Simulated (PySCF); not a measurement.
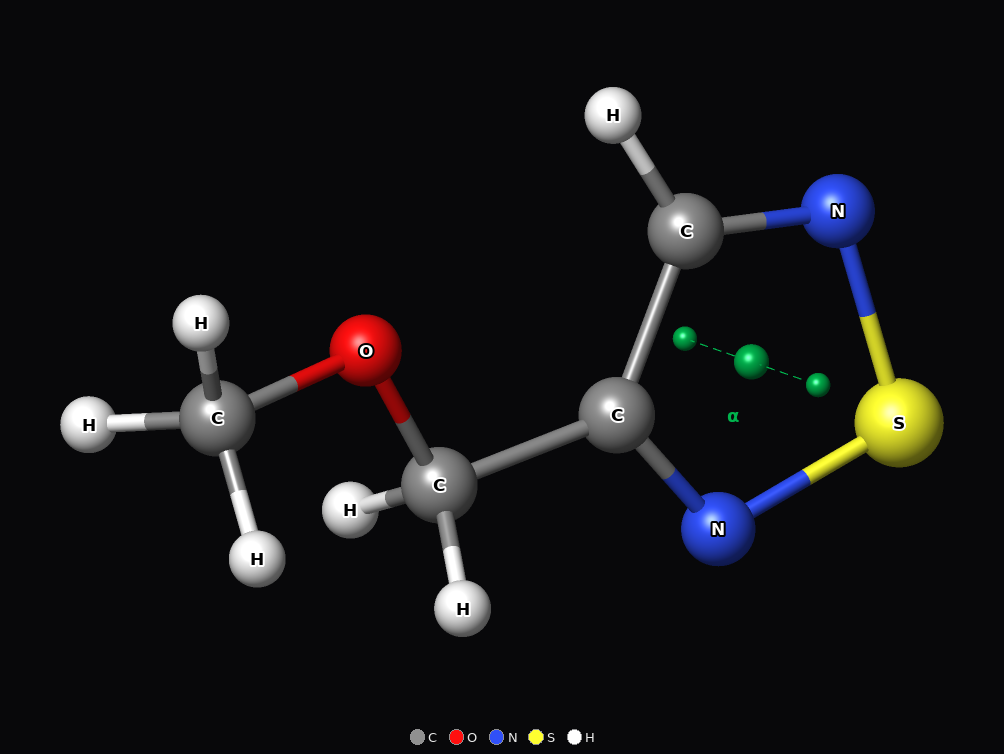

The small points mark where nucleus-independent chemical shifts (NICS) were computed: at the centre of each lettered ring and 1 Å above and below it. Geometry: a frame of a GFN2-xTB molecular-dynamics simulation, not a minimum. Properties computed with GIAO PBE0/pcSseg-1 NMR shielding, non-relativistic, gas phase (PySCF 2.14.0).

Give NICS(0), NICS(1) and the out-of-plane component NICS(1)zz for each ring (means of the two sides).

| ring | members | NICS(0) | NICS(1) | NICS(1)zz |
| --- | --- | --- | --- | --- |
| α | C2N2S | −13.7 | −12.6 | −31.9 |

Values in ppm.

**What do the values say about the ring currents?**

Ring α: diatropic, as in an aromatic ring. NICS is one index among several.
